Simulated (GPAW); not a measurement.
FeO2 (P4_2/mnm), O K edge of atom 3, with 2 Fe at 1.94 Å and 1 Fe at 2.02 Å (distorted trigonal planar, site symmetry m2m). Method: GPAW, LDA + U (Fe 4 eV), excited-electron core hole (neutral cell), 12-atom cell with 5.5 Å between holes, 5×5×5 k points, dipole transitions, Gaussian full width 0.9 eV up to 4 eV, rising linearly to 3.5 eV at 25 eV.

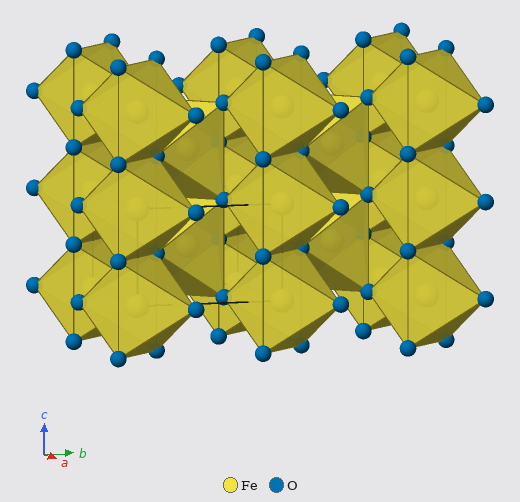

The structure (iron yellow, oxygen blue). 1×2×2 cells are drawn. Some periodic images of atoms are drawn too.

```xyz
6
Lattice="4.6094 0.0000 0.0000 0.0000 4.6094 0.0000 0.0000 0.0000 2.9771" Properties=species:S:1:pos:R:3 pbc="T T T"
Fe    2.3047    2.3047    1.4886
Fe    0.0000    0.0000    0.0000
O     0.8783    3.7311    1.4886
O     3.1830    3.1830    0.0000
O     1.4264    1.4264    0.0000
O     3.7311    0.8783    1.4886
```

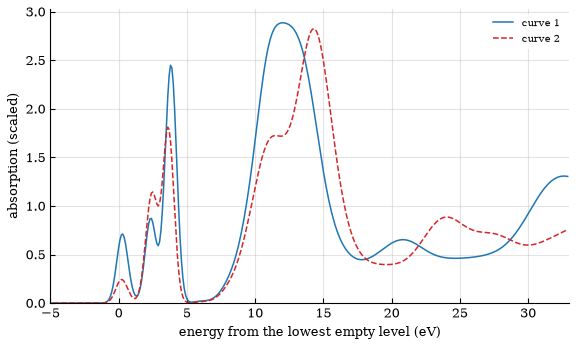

Energy from the lowest empty level; a common scale on which the isotropic spectrum has a mean of 1 over the first 20 eV.

**Question.** The curves are for the electric vector along different Cartesian axes of the cell as given, averaged over the symmetry-equivalent atoms. Which is which?

Curve 1: along z (c), main maxima 0.3 eV (0.71), 2.4 eV (0.87), 3.8 eV (2.45) and 12.0 eV (2.89). Curve 2: along x (⊥ c) (the other in-plane axis gives the same curve within 3 %), main maxima 0.2 eV (0.24), 2.5 eV (1.14), 3.6 eV (1.81) and 14.3 eV (2.83). A K edge sees empty p states; the first features are O p mixed into the empty d states of the Fe neighbours, and the broad ones above probably into the cations' higher empty bands. Each direction probes the empty orbitals that point along it. The hole lies in one spin channel, while the script sums the empty states of both and takes the lower zero; where the two channels are split, this blurs and shifts the curve. The unit cell's mesh shows no gap over 0.35 eV. That is right for a metallic compound; for a small-gap or correlated insulator it would be the fault of the functional or of the assumed magnetic order, and the hole would be screened too well.

[Banner, clock and machine lines of the logs are left out without a mark of their own.]

[Logs are printed without paths, hosts, clocks, repeated set-up lines and the standing remarks that a program may print on its own settings, such as how far it seeks lower states.]

[Hosts, paths, dates, database ids (printed as entryN), source tags and the programs' standing remarks are cut or masked in the printed files.]

[Lists of maxima count a maximum above −3 eV only where it reaches 4 % of the highest in the window and stands out from its surroundings by 2 % of it (1.5 % where it reaches 55 %); shoulders and weaker maxima are passed over, and of the rest the first, up to two pre-edge ones and the few strongest are named.]
